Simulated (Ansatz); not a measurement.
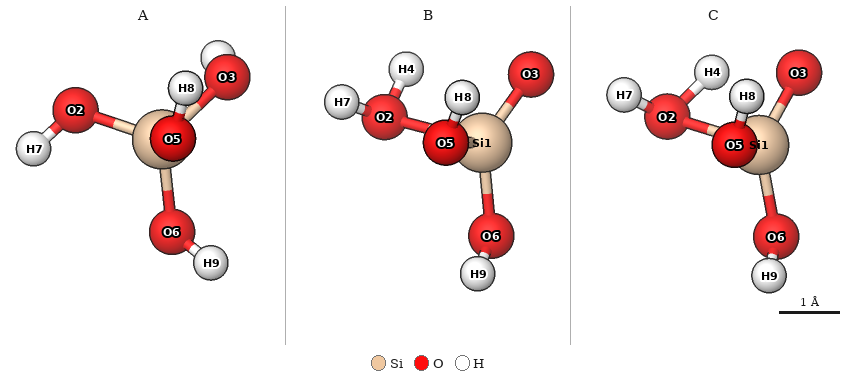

Three geometries of SiH4O4: a saddle point and the two minima that it joins, in shuffled order. The picture is a ball-and-stick view, seen from a free direction. Sticks join atoms that are closer than about 1.2 times the sum of their covalent radii (a little more with hydrogen).

Stationary points at PBE0-D4/def2-TZVP, single-point energies with CCSD(T)/CBS, PBE-D4, B2PLYP, CAM-B3LYP-D4 (def2-TZVPP where no basis is named; Ansatz 0.2.0). The energies are electronic, without zero-point or thermal terms, and both ends are the minima reached downhill from the saddle, with any fragments still in contact. CCSD(T)/CBS stands for a frozen-core estimate: MP2 correlation extrapolated from def2-TZVPP and def2-QZVPP, CCSD(T) minus MP2 from the smaller set.

Question: Which frame is the transition state, what reaction does it lead through, and what barrier is to be expected?

Answer: Frame C is the saddle point. From A over the saddle to B, a bond forms: O2–H4 (2.72 → 1.08 → 0.98 Å). A bond breaks: O3–H4 (0.96 → 1.54 → 2.23 Å). Bonds that stay but change much: Si1–O2 (1.63 → 1.86 → 1.94 Å). The saddle has one imaginary mode, 652i cm⁻¹. With CCSD(T)/CBS the barrier is 226.3 kJ/mol from A and 14.1 kJ/mol from B, and B lies 212.2 kJ/mol above A.

| level | barrier from A (kJ/mol) | barrier from B (kJ/mol) | B less A (kJ/mol) |
| --- | --- | --- | --- |
| CCSD(T)/CBS | 226.3 | 14.1 | 212.2 |
| PBE-D4 | 195.5 | 4.3 | 191.2 |
| B2PLYP | 221.5 | 12.7 | 208.8 |
| CAM-B3LYP-D4 | 225.8 | 11.6 | 214.2 |

Against CCSD(T)/CBS, CAM-B3LYP-D4 comes closest on the barrier from A (−0.6 kJ/mol) and PBE-D4 misses most (−30.8 kJ/mol).
